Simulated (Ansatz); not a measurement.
## How methods differ on PF3 (SMILES FP(F)F)

PF3 has 4 atoms, charge 0, and is taken as a singlet. SMILES: `FP(F)F`. The shape is that of a GFN2-xTB optimisation.

```xyz
4

P    -0.0046    0.0051    0.6423
F     1.3496   -0.0296   -0.2031
F    -0.6485    1.1803   -0.2282
F    -0.6965   -1.1558   -0.2109
```

Each level gives the energy change with the P1–F2 bond stretched from 1.597 to 1.996 Å (eV). The values are calculated.

```tsv
level	kind	program	value (eV)	less FCI/STO-3G
BLYP/STO-3G (restricted)	GGA	Ansatz	0.54	-0.26
PBE/STO-3G (restricted)	GGA	Ansatz	0.62	-0.18
PBE0/STO-3G (restricted)	global hybrid	Ansatz	0.99	+0.19
r2SCAN0/STO-3G (restricted)	hybrid meta-GGA	Ansatz	1.12	+0.32
HSE06/STO-3G (restricted)	range-separated hybrid	Ansatz	0.99	+0.19
MP2/STO-3G (restricted)	perturbation theory	Ansatz	1.23	+0.43
BCCD(T)/STO-3G (restricted)	coupled cluster or CI	Ansatz	0.82	+0.02
CCSDT(Q)/STO-3G (restricted)	coupled cluster or CI	Ansatz	0.80	0.00
FCI/STO-3G	exact in the basis	Ansatz	0.80	0.00
```

FCI/STO-3G is exact within its basis and frozen core, so for wave-function methods in that basis the difference is their error; functionals converge differently with the basis, so for them it is only a difference. The first shape isn't each level's own minimum. The values span 0.54 to 1.23 eV. All rows use very small basis sets, so none should be taken for the real molecule's value.

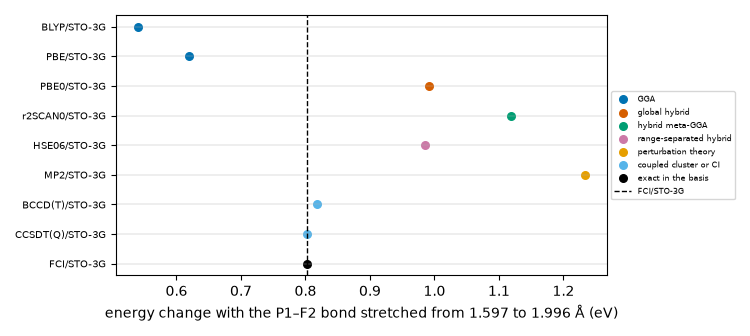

The values of the table, level by level.
